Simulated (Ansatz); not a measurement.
**WS2 (Tungstenite): the gap up the ladder of methods**

What gap does each level of theory give for WS2 (Tungstenite), and in what time?

Calculated with Ansatz 0.2.0; density functionals, hybrids and G0W0, plane waves, PAW.

## (1) The starting structure

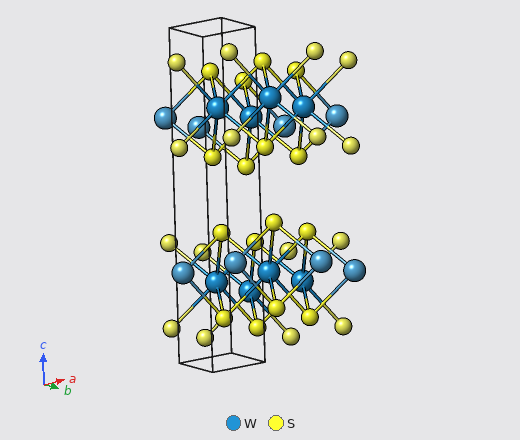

The starting structure, seen from a free direction (tungsten blue, sulfur yellow). 2×2×1 cells are drawn. Some periodic images of atoms are drawn too.

The cell and positions come from the Crystallography Open Database and are kept as given unless a step says otherwise. Spin-orbit coupling is left out unless a step names it. The default PAW set here is soft_2. Its files were made with PBE.

## (2) LDA on the 12×12×2 mesh

This step: DFT, LDA, plane waves, PAW.

Input file input.yaml:

```yaml
crystal:
  lattice:
    - [3.1532, 0.0, 0.0]
    - [-1.5766, 2.7307513032, 0.0]
    - [0.0, 0.0, 12.323]
  atoms:
    - { symbol: W, position: [0.3333333333, 0.6666666667, 0.25] }
    - { symbol: W, position: [0.6666666667, 0.3333333333, 0.75] }
    - { symbol: S, position: [0.3333333333, 0.6666666667, 0.6225] }
    - { symbol: S, position: [0.6666666667, 0.3333333333, 0.1225] }
    - { symbol: S, position: [0.3333333333, 0.6666666667, 0.8775] }
    - { symbol: S, position: [0.6666666667, 0.3333333333, 0.3775] }
kpoints:
  mp_grid: { grid: [12, 12, 2] }
  band_path:
    path:
      - [0.0, 0.0, 0.0]
      - [0.5, 0.0, 0.0]
      - [0.33333333, 0.33333333, 0.0]
      - [0.0, 0.0, 0.5]
      - [0.5, 0.0, 0.5]
      - [0.33333333, 0.33333333, 0.5]
      - [0.1666666667, 0.1666666667, 0.0]
    npoints: 1
hamiltonian:
  xc: lda
scf:
  occupations: { method: fixed }
  n_extra_bands: 6
output:
  eigenvalues: true
  forces: true
  stress: true
```

Run with:

```bash
$ ansatz run input.yaml --threads 2 --pin off --max-ram 92160MiB --backend cuda --events-out ev --progress --plain --runs-dir out --devices 1 --max-vram 13GiB  # rebuilt from the run's record
```

Numbers of over 12 decimals in the logs are rounded to 6 here.

The program printed:

```text
scf.n_extra_bands = 6 over 26 filled bands (N_el = 52.0): the run solves 32 bands
GPUs: using 1 of 1 available (devices: 1).
Engine: ansatz 0.2.0, x86_64-unknown-linux-gnu
Pseudopotentials: kind: paw
Pseudopotential: W, paw, valence charge 14, recommended cutoff 420 eV (normal), W.paw.azcp
Pseudopotential: S, paw, valence charge 6, recommended cutoff 420 eV (normal), S.paw.azcp
Functional definition: SPW92
  exchange = slater_x
  correlation = pw_c
device memory: the entry about to start is reckoned to put 2.7 GiB on a device that reports 45.1 GiB free (of which the cap on the GPU budget leaves the run 13.0 GiB)
GPU FFT provider: cuFFT
GPU libraries: cuBLAS 13.8.2, cuFFT 12.4.0, cuSOLVER 12.3.4
Crystal: 6 atoms, lattice volume = 106.108 Å³
Basis set: ecut = 420 eV, 2057 PW (Γ)
Bands: 32, of which v1, the nominal top of the filled ones, is band 26 counted from 1 (25 counted from 0)
Symmetry: 24 space group operations
Space group: P63/mmc (ITA 194), of the structure as read, at distance tolerance 4.7e-5 Å
k-points: 38 of 288
Non-local potential: W, projectors of the file, l = 0: 3, l = 1: 2, l = 2: 2, l = 3: 1
Non-local potential: S, projectors of the file, l = 0: 2, l = 1: 2, l = 2: 2
PAW form: soft (Blöchl's): semilocal exchange-correlation on the pseudo side does not see the compensation charge
PAW frozen core: W, regenerated for the run's functional, and the local potential with it (the file was generated under x = pbe(κ = 0.804, μ = 0.219515), c = pbe(β = 0.066725))
PAW frozen core: S, regenerated for the run's functional, and the local potential with it (the file was generated under x = pbe(κ = 0.804, μ = 0.219515), c = pbe(β = 0.066725))
PAW one-centre angular grid: W, 590 points (default); XC on 64 Gauss nodes
PAW one-centre angular grid: S, 110 points (default); XC on 64 Gauss nodes
Initial density: superposition of atomic densities (neutral atoms: chi_scale 0, normalization atom), corrected by the library's trained network
Initial wavefunctions: pseudopotential atomic-orbital guess
GPU buffer pool allocated for 51840 grid points (all kernels)
GPU transforms: local potential and band sums: pruned to the plane-wave sphere, on 24×24×90
Functional: x = slater, c = lda
SCF iter   1: F=—  HF=-23743.375417 eV  |F-HF|=—  |Δ(HF+E_count)|=         —  Δρ=9.97e-3  dr2=1.68e-1  ethr=1.77e-3  ⟨swp⟩=5.0  Hψ=4897  notcnv=0  defer=123
preconditioner: auto → Resta (q_TF=auto, 2.423 Å⁻¹)  ε∞=7.8  [insulator: Δε(μ)=0.902 eV  Ē_g=8.320 eV  n_scr=26 (ndim 8)  ℏωp=21.6 eV  f_vac=0.016  ε∞_Penn≈7.8]
SCF iter   2: F=—  HF=-23743.350296 eV  |F-HF|=—  |Δ(HF+E_count)|=   2.51e-2  Δρ=3.99e-3  dr2=7.99e-3  ethr=3.23e-4  ⟨swp⟩=2.1  Hψ=1717  notcnv=0  defer=145
SCF iter   3: F=—  HF=-23743.349853 eV  |F-HF|=—  |Δ(HF+E_count)|=   4.43e-4  Δρ=2.23e-3  dr2=2.52e-3  ethr=1.54e-5  ⟨swp⟩=2.0  Hψ=1602  notcnv=0  defer=150
SCF iter   4: F=—  HF=-23743.349851 eV  |F-HF|=—  |Δ(HF+E_count)|=   2.52e-6  Δρ=1.01e-3  dr2=5.21e-4  ethr=4.84e-6  ⟨swp⟩=1.0  Hψ=1178  notcnv=0  defer=144
SCF iter   5: F=—  HF=-23743.349839 eV  |F-HF|=—  |Δ(HF+E_count)|=   1.16e-5  Δρ=2.19e-4  dr2=3.56e-5  ethr=1.00e-6  ⟨swp⟩=1.2  Hψ=1312  notcnv=0  defer=68
SCF iter   6: F=—  HF=-23743.349856 eV  |F-HF|=—  |Δ(HF+E_count)|=   1.63e-5  Δρ=2.42e-5  dr2=4.75e-7  ethr=6.85e-8  ⟨swp⟩=2.2  Hψ=1706  notcnv=0  defer=39
SCF iter   7: F=-23743.349856 eV  HF=-23743.349856 eV  |F-HF|=2.36e-9  |Δ(HF+E_count)|=   3.77e-8  Δρ=3.30e-6  dr2=1.21e-8  ethr=1.92e-10  ⟨swp⟩=9.3  Hψ=6339  notcnv=0
SCF 1 converged in 7 iterations: F = -23743.349856 eV  dr2 = 1.21e-8
[...]
device memory: the entry about to start is reckoned to put 1.1 GiB on a device that reports 53.7 GiB free (of which the cap on the GPU budget leaves the run 13.0 GiB)
NSCF: frozen V_eff on 7 k-points
SCF converged after 7 iterations
Free energy (F): -23743.349856 eV
Harris-Foulkes:  -23743.349856 eV  (|F-HF|=2.36e-9)
Internal energy: -23743.349856 eV  (E = F + TS)
E sigma→0 (E₀):  -23743.349856 eV
Fermi energy:    11.502344 eV
--- Per-component energies (eV) ---
  E_band       = -382.817510
  E_kinetic    = 1335.778091
  E_local      = -3513.096166  (includes V_loc(G=0)·N_el)
  E_nonlocal   = 130.358026
  E_hartree    = 1389.716530
  E_xc         = -917.878489
  E_vxc        = -832.384875  (∫ρ·V_xc dr)
  E_paw        = -18894.641867  (= ΣΔE_a)
  E_vpaw       = -282.904566  (= ΣTr[D̂ρ^β])
  E_aug_tail   = -0.000135  (compensation charges beyond the density's cutoff)
  E_ewald      = -3274.764942
  E_core_change = 1.179096  (= ΣΔE_core)
  E_smearing   = -0.000000  (= −TS)
  E_closure    = 0.000000  (closes the sum)
  Σ components = -23743.349856   (vs F -23743.349856, Δ=0.00e0)
--- Forces (eV/Å), atoms counted from 1 ---
  atom   1  W     -0.00000000    -0.00000000    -0.00000000
  atom   2  W      0.00000000     0.00000000     0.00000000
  atom   3  S     -0.00000000    -0.00000000     0.35846397
  atom   4  S     -0.00000000     0.00000000     0.35846397
  atom   5  S      0.00000000    -0.00000000    -0.35846397
  atom   6  S      0.00000000     0.00000000    -0.35846397
  max |Σ_I F_I| component: 1.67e-16 eV/Å
--- Stress (GPa, compression-positive) ---
       -3.882371       0.000000      -0.000000
        0.000000      -3.882371       0.000000
       -0.000000       0.000000      -3.970305
  P = ⅓ Tr σ = -3.9117 GPa (-39.117 kbar)
--- Band table (eV; the first three rows and the last of 38) ---
  k-point 0: bands = [... 22 lower, 9.3175, 10.0438, 10.2215, 11.5023, 13.7936, 13.7936, 13.8041, 13.8041, ... 2 higher]
  k-point 1: bands = [... 22 lower, 9.2908, 9.2908, 11.1845, 11.1845, 13.7871, 13.7871, 13.7871, 13.7871, ... 2 higher]
  k-point 2: bands = [... 22 lower, 9.3258, 10.2167, 10.2410, 11.2760, 13.6663, 13.6788, 13.7389, 13.7431, ... 2 higher]
  k-point 37: bands = [... 22 lower, 8.4295, 8.4295, 10.8214, 10.8214, 12.7594, 12.7594, 13.9907, 13.9907, ... 2 higher]
```

It took 5.2 s on 1 × NVIDIA H100 80GB HBM3 (shared by 6 runs) with 2 threads of AMD EPYC 7R13 (Zen 3), shared host; peak memory 0.93 GiB; 5.2 s of CPU time.

In the SCF lines HF is the Harris–Foulkes energy and dr2 the Hartree energy of the density residual, in eV; the loop may stop once dr2 is under the threshold and the program's other checks hold. Hψ counts applications of the Hamiltonian.

Numbers from this step:

```yaml
pressure: -3.912 GPa
gap: 0.9014 eV
valence_top_at: Γ
conduction_bottom_at: k = (0.167, 0.167, 0.000)
least_direct_gap: 1.815 eV
```

Over mesh and listed points the gap is 0.901 eV, from k = Γ to k = (0.167, 0.167, 0.000). The least direct gap found is 1.815 eV, at k = (0.333, 0.333, 0.000).

## (3) PBE on the 12×12×2 mesh

Levels along a band path and on the mesh show where this functional puts the band edges.

This step: DFT, PBE, plane waves, PAW.

input.yaml, as its differences from that of step 2:

```diff
@@ -16,14 +16,10 @@
     path:
-      - [0.0, 0.0, 0.0]
-      - [0.5, 0.0, 0.0]
-      - [0.33333333, 0.33333333, 0.0]
-      - [0.0, 0.0, 0.5]
-      - [0.5, 0.0, 0.5]
-      - [0.33333333, 0.33333333, 0.5]
-      - [0.1666666667, 0.1666666667, 0.0]
-    npoints: 1
+      - [[0.0, 0.0, 0.0], [0.5, 0.0, 0.0], [0.33333333, 0.33333333, 0.0], [0.0, 0.0, 0.0], [0.0, 0.0, 0.5], [0.5, 0.0, 0.5], [0.33333333, 0.33333333, 0.5], [0.0, 0.0, 0.5]]
+      - [[0.5, 0.0, 0.5], [0.5, 0.0, 0.0]]
+      - [[0.33333333, 0.33333333, 0.5], [0.33333333, 0.33333333, 0.0]]
+    npoints: 10
 hamiltonian:
-  xc: lda
+  xc: pbe
 scf:
-  occupations: { method: fixed }
+  occupations: { method: fermi_dirac, width: 0.02 }
   n_extra_bands: 6
@@ -33 +29,5 @@
   stress: true
+  write_density: true
+  write_potential: true
+  elf: true
+  volumetric_format: npy
```

The program printed:

```text
[...]
GPUs: using 1 of 1 available (devices: 1).
[...]
GPU FFT provider: cuFFT
GPU libraries: cuBLAS 13.8.2, cuFFT 12.4.0, cuSOLVER 12.3.4
Crystal: 6 atoms, lattice volume = 106.108 Å³
Basis set: ecut = 420 eV, 2057 PW (Γ), exchange–correlation on 48×48×180 points (8 copies of the dense FFT grid, shifted against one another)
Bands: 32, of which v1, the nominal top of the filled ones, is band 26 counted from 1 (25 counted from 0)
Symmetry: 24 space group operations
[...]
k-points: 38 of 288
[...]
GPU buffer pool allocated for 51840 grid points (all kernels)
[...]
SCF iter   1: F=—  HF=-24382.733772 eV  |F-HF|=—  |Δ(HF+E_count)|=         —  Δρ=5.20e-3  dr2=1.33e-2  ethr=1.77e-3  ⟨swp⟩=6.9  Hψ=5865  notcnv=0
[...]
atom   1  W     -0.00000000    -0.00000000    -0.00000000
  atom   2  W      0.00000000     0.00000000     0.00000000
  atom   3  S      0.00000000    -0.00000000    -0.11202480
  atom   4  S      0.00000000     0.00000000    -0.11202480
  atom   5  S      0.00000000    -0.00000000     0.11202480
  atom   6  S      0.00000000     0.00000000     0.11202480
  max |Σ_I F_I| component: 2.78e-17 eV/Å
--- Stress (GPa, compression-positive) ---
        4.377845       0.000000      -0.000000
        0.000000       4.377845       0.000000
       -0.000000       0.000000       4.349057
  P = ⅓ Tr σ = 4.3682 GPa (43.682 kbar)
--- Band table (eV; the first three rows and the last of 38) ---
  k-point 0: bands = [... 22 lower, 9.5826, 10.2601, 10.5466, 11.7729, 14.0830, 14.0830, 14.0935, 14.0935, ... 2 higher]
  k-point 1: bands = [... 22 lower, 9.5558, 9.5558, 11.4548, 11.4548, 14.0756, 14.0756, 14.0756, 14.0756, ... 2 higher]
  k-point 2: bands = [... 22 lower, 9.5850, 10.4290, 10.5611, 11.5473, 13.9545, 13.9825, 14.0176, 14.0424, ... 2 higher]
  k-point 37: bands = [... 22 lower, 8.6639, 8.6639, 11.1187, 11.1187, 13.0733, 13.0733, 14.3555, 14.3555, ... 2 higher]
[key lines of the parts left out:]
SCF converged after 6 iterations
Free energy (F): -24382.743549 eV
Fermi energy:    12.243056 eV
```

It took 6.5 s on 1 × NVIDIA H100 80GB HBM3 (shared by 6 runs) with 2 threads; peak memory 0.98 GiB.

This step gave:

| Item | Value |
| --- | --- |
| pressure | 4.368 GPa |
| filled bands | 26 |
| gap | 0.9762 eV |
| valence top at | Γ |
| conduction bottom at | k = (0.167, 0.167, 0.000) |
| least direct gap | 1.839 eV |

Over mesh and path the gap is 0.976 eV, from k = Γ to k = (0.167, 0.167, 0.000). The least direct gap found is 1.839 eV, at k = (0.333, 0.333, 0.000). The pressure in this cell is 4 GPa; the cell is kept. PBE against LDA: 0.976 − 0.901 = +0.075 eV, with the same mesh, files and cutoff, and both edges at the same k points.

## (4) PBE+SOC on the 12×12×2 mesh

This run has two-component orbitals with spin-orbit coupling.

This step: DFT, PBE with spin-orbit coupling, plane waves, PAW.

input.yaml, the sections that differ from step 3:

```yaml
kpoints:
  mp_grid: { grid: [12, 12, 2] }
  band_path:
    path:
      - [0.0, 0.0, 0.0]
      - [0.5, 0.0, 0.0]
      - [0.33333333, 0.33333333, 0.0]
      - [0.0, 0.0, 0.5]
      - [0.5, 0.0, 0.5]
      - [0.33333333, 0.33333333, 0.5]
      - [0.1666666667, 0.1666666667, 0.0]
    npoints: 1
scf:
  occupations: { method: fermi_dirac, width: 0.02 }
  n_extra_bands: 12
magnetization:
  noncollinear: true
  spin_orbit: true
# crystal, hamiltonian, output: as in step 3
```

The program printed:

```text
[...]
GPUs: using 1 of 1 available (devices: 1).
[...]
non-collinear run that drives no moment, with spin-orbit: no starting moment large enough to seed its density (crystal.atoms[].spin), no starting occupations that ask for one, no magnetisation constraint and no magnetic field, so the semilocal B_xc is pinned to zero
[...]
k-point 1: bands = [... 48 lower, 11.4755, 11.4755, 11.4755, 11.4755, 14.0076, 14.0076, 14.0076, 14.0076, ... 8 higher]
  k-point 2: bands = [... 48 lower, 10.6038, 10.6038, 11.5672, 11.5672, 13.8480, 13.8480, 13.8867, 13.8867, ... 8 higher]
  k-point 37: bands = [... 48 lower, 10.9200, 10.9200, 11.3341, 11.3341, 13.0321, 13.0321, 13.0681, 13.0681, ... 8 higher]
[key lines of the parts left out:]
SCF converged after 9 iterations
Magnetization: |M| = 0.0000 μB,  M = (+0.0000, +0.0000, +0.0000) μB
Free energy (F): -24431.956395 eV
Fermi energy:    12.241800 eV
P = ⅓ Tr σ = 4.2959 GPa (42.959 kbar)
```

It took 12 s on 1 × NVIDIA H100 80GB HBM3 (shared by 6 runs) with 2 threads; peak memory 1.2 GiB.

Numbers from this step:

```yaml
pressure: 4.296 GPa
gap: 0.9308 eV
valence_top_at: Γ
conduction_bottom_at: k = (0.167, 0.167, 0.000)
least_direct_gap: 1.648 eV
```

Over mesh and listed points the gap is 0.931 eV, from k = Γ to k = (0.167, 0.167, 0.000). The least direct gap found is 1.648 eV, at k = (0.333, 0.333, 0.000). The pressure in this cell is 4 GPa; the cell is kept. PBE+SOC against PBE: 0.931 − 0.976 = −0.045 eV, with the same mesh, set of files (read in its fully relativistic form for the spin-orbit run) and cutoff, and both edges at the same k points. The spin-orbit run sees mesh and listed points alone, so its gap is an upper bound: the coupling can move an edge off these points, and the change over the zone, its sign included where it is small, is not known.

## (5) r2SCAN on the 12×12×2 mesh

r2SCAN is a meta-GGA: it depends on the kinetic-energy density as well as on the density and its gradient.

This step: DFT, r2SCAN, plane waves, PAW.

input.yaml, as its differences from that of step 4:

```diff
@@ -25,9 +25,6 @@
 hamiltonian:
-  xc: pbe
+  xc: r2scan
 scf:
-  occupations: { method: fermi_dirac, width: 0.02 }
-  n_extra_bands: 12
-magnetization:
-  noncollinear: true
-  spin_orbit: true
+  occupations: { method: fixed }
+  n_extra_bands: 6
 output:
@@ -36,5 +33 @@
   stress: true
-  write_density: true
-  write_potential: true
-  elf: true
-  volumetric_format: npy
```

The program printed:

```text
[...]
GPUs: using 1 of 1 available (devices: 1).
[...]
GPU FFT provider: cuFFT
GPU libraries: cuBLAS 13.8.2, cuFFT 12.4.0, cuSOLVER 12.3.4
Crystal: 6 atoms, lattice volume = 106.108 Å³
Basis set: ecut = 500 eV, 2685 PW (Γ), exchange–correlation on 96×96×360 points (64 copies of the dense FFT grid, shifted against one another)
[...]
k-point 0: bands = [... 22 lower, 9.3155, 10.0063, 10.3862, 11.6498, 14.1130, 14.1130, 14.1246, 14.1246, ... 2 higher]
  k-point 1: bands = [... 22 lower, 9.2873, 9.2873, 11.3083, 11.3083, 14.1026, 14.1026, 14.1026, 14.1026, ... 2 higher]
  k-point 2: bands = [... 22 lower, 9.3180, 10.1829, 10.3973, 11.4162, 13.9660, 14.0135, 14.0300, 14.0793, ... 2 higher]
  k-point 37: bands = [... 22 lower, 8.3573, 8.3573, 10.9483, 10.9483, 13.0309, 13.0309, 14.3886, 14.3886, ... 2 higher]
[key lines of the parts left out:]
SCF converged after 7 iterations
Free energy (F): -24423.244318 eV
Fermi energy:    11.649754 eV
P = ⅓ Tr σ = 2.3599 GPa (23.599 kbar)
```

Run time: 8.7 s. Hardware: 1 × NVIDIA H100 80GB HBM3 (shared by 6 runs) with 2 threads; peak memory 1 GiB.

Numbers from this step:

- pressure: 2.360 GPa
- gap: 1.085 eV
- valence top at: Γ
- conduction bottom at: k = (0.167, 0.167, 0.000)
- least direct gap: 1.968 eV

Over mesh and listed points the gap is 1.085 eV, from k = Γ to k = (0.167, 0.167, 0.000). The least direct gap found is 1.968 eV, at k = (0.333, 0.333, 0.000). r2SCAN against PBE: 1.085 − 0.976 = +0.109 eV. The runs also differ in plane-wave cutoff (420 eV and 500 eV), so how much of this comes from the functional alone is not known.

## (6) HSE06 on the 6×6×2 mesh

HSE06 mixes in a quarter of exact exchange at short range.

This step: DFT, HSE06, plane waves, PAW.

input.yaml, as its differences from that of step 5:

```diff
@@ -13,3 +13,3 @@
 kpoints:
-  mp_grid: { grid: [12, 12, 2] }
+  mp_grid: { grid: [6, 6, 2] }
   band_path:
@@ -25,3 +25,3 @@
 hamiltonian:
-  xc: r2scan
+  xc: hse06
 scf:
@@ -31,3 +31 @@
   eigenvalues: true
-  forces: true
-  stress: true
```

The program printed:

```text
[...]
GPUs: using 1 of 1 available (devices: 1).
[...]
davidson cushion auto → on  (no smearing: the cushion is to keep the highest requested band from converging to the state above it; pin scf.eigensolver.cushion to override)
[...]
GPU FFT provider: cuFFT
GPU libraries: cuBLAS 13.8.2, cuFFT 12.4.0, cuSOLVER 12.3.4
Crystal: 6 atoms, lattice volume = 106.108 Å³
Basis set: ecut = 420 eV, 2057 PW (Γ)
[...]
Fermi energy:    11.446487 eV
[...]
--- Band table (eV; the first three rows and the last of 14) ---
  k-point 0: bands = [... 22 lower, 9.0040, 9.6272, 10.1106, 11.4465, 14.4546, 14.4546, 14.4593, 14.4593, ... 2 higher]
  k-point 1: bands = [... 22 lower, 8.9730, 8.9730, 11.0778, 11.0778, 14.4405, 14.4405, 14.4405, 14.4405, ... 2 higher]
  k-point 2: bands = [... 22 lower, 8.7854, 9.6873, 10.0426, 10.5167, 13.6049, 14.0641, 14.3119, 14.3216, ... 2 higher]
  k-point 13: bands = [... 22 lower, 7.8677, 7.8677, 10.7592, 10.7592, 13.2163, 13.2163, 14.7602, 14.7602, ... 2 higher]
[key lines of the parts left out:]
Free energy (F): -24386.849043 eV
```

Elapsed: 18 s, on 1 × NVIDIA H100 80GB HBM3 (shared by 6 runs) with 2 threads; peak memory 1.3 GiB.

This step gave:

```
gap                     : 1.501 eV
valence top at          : Γ
conduction bottom at    : k = (0.167, 0.167, 0.000)
least direct gap        : 2.335 eV
exact-exchange fraction : 0.25
```

Over mesh and listed points the gap is 1.501 eV, from k = Γ to k = (0.167, 0.167, 0.000). The least direct gap found is 2.335 eV, at k = (0.333, 0.333, 0.000). HSE06 against PBE: 1.501 − 0.976 = +0.525 eV. The runs also differ in mesh (12×12×2 and 6×6×2), so how much of this comes from the functional alone is not known.

[end of part 1 of 2]

[Paths, hosts, dates, memory and timing lines, banners, echoed tables and standing remarks are left out of the program output.]

[Logs are printed without paths, hosts, clocks, repeated set-up lines and the standing remarks that a program may print on its own settings, such as how far it seeks lower states.]

[Runs of the session that timed out or met a known fault of the program may be left out.]

[Cells called generated may have been cut or substituted from an entry of the Crystallography Open Database or the Materials Project.]

[Hosts, paths, dates, database ids (printed as entryN), source tags and the programs' standing remarks are cut or masked in the printed files.]

[Where an RPA ε∞ is given, it is that of the G0W0 mesh and is not shown converged in it. Names of k-points follow the symmetry that the program found, which can be lower than the space group named. Band edges on a path are those of the sampled points; other points can move an edge, and change direct to indirect where valleys lie close.]

[Hybrid gaps are those of their k-mesh and are not shown converged in it.]
